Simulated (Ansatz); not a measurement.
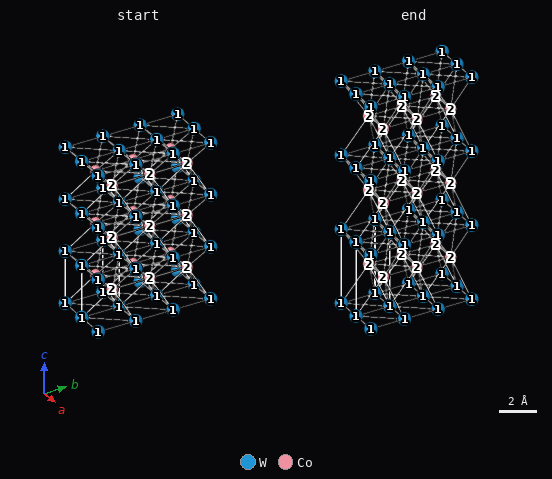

The structure of a crystal of CoW (a generated structure, set up in P-6m2) before (left) and after (right) a relaxation, at one scale.

Style: ball-and-stick. Shown: the cell of the calculation, reduced to other axes, repeated 2 × 3 × 3 with one cell outlined, from a free direction. Lengths and directions refer to the drawn axes.

The start is a swapped structure.

All numbers below come from DFT, PAW plane waves, PBE, spin-orbit in Ansatz 0.2.0.

Input file:
```yaml
crystal:
  lattice:
    - [1.51595323, 2.62570267, 0.0]
    - [-1.51595323, 2.62570267, 0.0]
    - [0.0, 0.0, 2.96202484]
  atoms:
    - { symbol: W, position: [0.0, 0.0, 0.0], spin: 1, spin_axis: [0.0, 0.0, 1.0] }
    - { symbol: Co, position: [0.66667, 0.66666, 0.5], spin: 3, spin_axis: [0.0, 0.0, 1.0] }
  symmetry: { tolerance: 0.0003 }
kpoints:
  mp_grid: { grid: [7, 7, 7], shift: [0, 0, 0] }
magnetization:
  noncollinear: true
  spin_orbit: true
scf:
  occupations: { method: fermi_dirac }
  lower_state_search: "off"
hamiltonian:
  pseudopotentials: { kind: paw_fr }
  xc: pbe
basis:
  ecutwfc: 420
  fft_grid_basis: typed
relax:
  max_steps: 60
  cell: { p_target: 0.0 }
output:
  forces: true
  stress: true
  eigenvalues: true
  bader: true
  populations: true
  elf: true
  write_potential: true
  volumetric_format: npy
  dos:
    e_range: [-12, 8]
    de: 0.05
    projected: { site_lists: { Co: [Co], W: [W] } }
    method: { smearing: { sigma: 0.1, scheme: gaussian } }
checkpoint:
  read: saved_state
```

Command:
```bash
ansatz run input.yaml --threads 2 --pin off --max-ram 3584MiB --backend cpu --events-out ev --progress --plain --runs-dir out
```

**Summarise the run.**

No atom moves by more than 0.005 Å relative to the cell. The volume changes by +14.8 %, with a = b 3.032 → 2.723 Å (−10.2 %), c 2.962 → 4.218 Å (+42.4 %). Some distances before and after: W1–W1 2.962 → 4.218 Å, W1–Co2 2.293 → 2.630 Å, W1–W1 (another image) 3.032 → 2.723 Å, Co2–Co2 3.032 → 2.723 Å. The space group stays P-6m2 (No. 187). After 16 accepted moves (20 points after the start) the energy has fallen by 2.051 eV per cell of the calculation. All forces vanish by symmetry, so only the cell relaxes. Pressure: 77.23 GPa at the start and 0.00 GPa at the end. The line search rejected the trial step at point 8 of the run. The SCF was repeated 3 times at an unchanged geometry on a basis and grid sized afresh for the cell, which shifted the energy by 0.272 eV per cell of the calculation at most. The program noted that the starting moments weren't kept. The run may lie on a higher electronic state than the lowest, so the end point isn't shown to be the ground-state structure.
